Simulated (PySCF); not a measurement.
# Cu2H4O4 (Cu2(OH)4): the cost of one run

Computed with PySCF 2.14.0 and routines of our own; the level stands in each step. Atoms count from 0.

### Step 1. The starting structure

10 atoms, charge 0, high-spin multiplicity 3; geometry from: GFN2-xTB.

The system (coupled pair): Cu2(OH)4. The spin sites are atom 0 (1 unpaired) and atom 3 (1 unpaired).

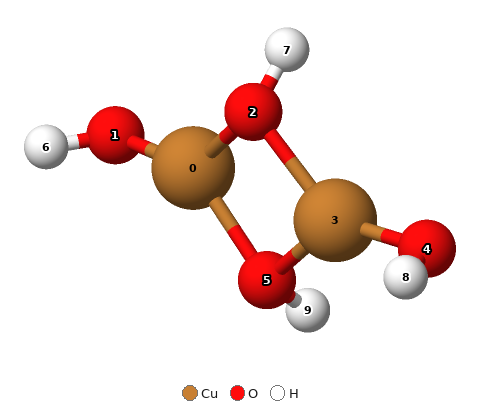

The starting geometry (copper orange, oxygen red, hydrogen white); sticks join atoms by distance alone.

### Step 2. Magnetic exchange: PBE0/def2-SVP H:def2-SV(P)

The job: settings as JSON, then the geometry in Å.

```
{"job": {"kind": "bs", "xc": "PBE0", "basis": {"default": "def2-SVP", "H": "def2-SV(P)"}, "grid": 1, "rks": false}, "charge": 0, "high_spin_multiplicity": 3, "spin_sites": [[[0], 1], [[3], 1]]}
Cu     0.020520    -0.589460     1.296370
O     -0.042910    -1.360380     2.813060
O     -0.495400     1.035080     0.485570
Cu    -0.043400     0.592270    -1.294390
O     -0.193620     1.241090    -2.860100
O      0.608290    -0.970230    -0.458290
H      0.715960    -1.227220     3.380100
H     -1.408700     1.300650     0.628540
H      0.536900     1.780170    -3.160910
H      0.302360    -1.801970    -0.829950
```

With the program's defaults for keys left out, this is: PBE0/def2-SVP H:def2-SV(P) high-spin and broken-symmetry single points, gas phase.

Command:

```console
> OMP_NUM_THREADS=1 python exch_run.py task.json out
```

One launch serves the whole session: the jobs run in the order shown.

Q: Estimate the wall time and peak memory of this first job on 1 thread of Arm Neoverse V2, shared host.

About 20 s, with a peak of 0.45 GiB.
